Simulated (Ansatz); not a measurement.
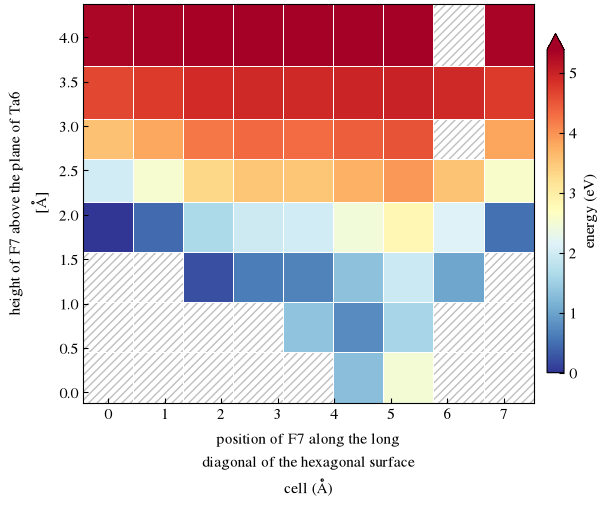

Energy landscape of F on a Ta(111) slab cut from the Im-3m phase, its upper half relaxed before the scan (6 atoms of substrate and one adsorbate in a 1 × 1 cell). F is moved along a line over the surface and along the normal, above a rigid substrate. The first coordinate is: position of F7 along the long diagonal of the hexagonal surface cell, from above Ta6; the second: height of F7 above the plane of Ta6. The grid has 9 × 8 points. At 18 points there is no value (left out of the scan, as a rule where atoms come close). Points are written as (first, second). Energies: eV, counted from the lowest grid point. Computed with Ansatz, DFT LDA, scalar-relativistic, plane waves, PAW. Settings: cutoff 420 eV, k-mesh 6×6×1, gaussian smearing 0.1 eV, spin-polarised.

In the figure: one coloured cell a grid point, one colour for all values above the top of the scale, hatched blanks where no value was computed. 

> Describe this landscape.

The lowest grid point is at (0.00 Å, 1.87 Å) [nearest 1 Ta at 1.87 Å]. The highest grid point, (5.31 Å, 4.03 Å), lies 5.38 eV above the lowest.

The values on the grid:

```
second ↓, first →  0.00  0.89  1.77  2.66  3.54  4.43  5.31  6.20  7.08
             4.03  5.30  5.32  5.36  5.37  5.37  5.37  5.38     –  5.32
             3.33  4.64  4.74  4.89  4.94  4.93  4.96  5.00  4.93  4.74
             2.83  3.56  3.83  4.22  4.34  4.33  4.42  4.53     –  3.85
             2.43  2.01  2.53  3.30  3.51  3.52  3.73  3.93  3.55  2.57
             1.87  0.00  0.45  1.62  1.97  2.01  2.44  2.84  2.13  0.51
             1.30     –     –  0.22  0.62  0.68  1.34  1.95  1.02     –
             0.74     –     –     –     –  1.36  0.76  1.58     –     –
             0.17     –     –     –     –     –  1.30  2.50     –     –
```

Time for the 54 points that were run: 89 min on 2 threads of Arm Neoverse N1, on a shared host.

PAW datasets: the set soft_1.
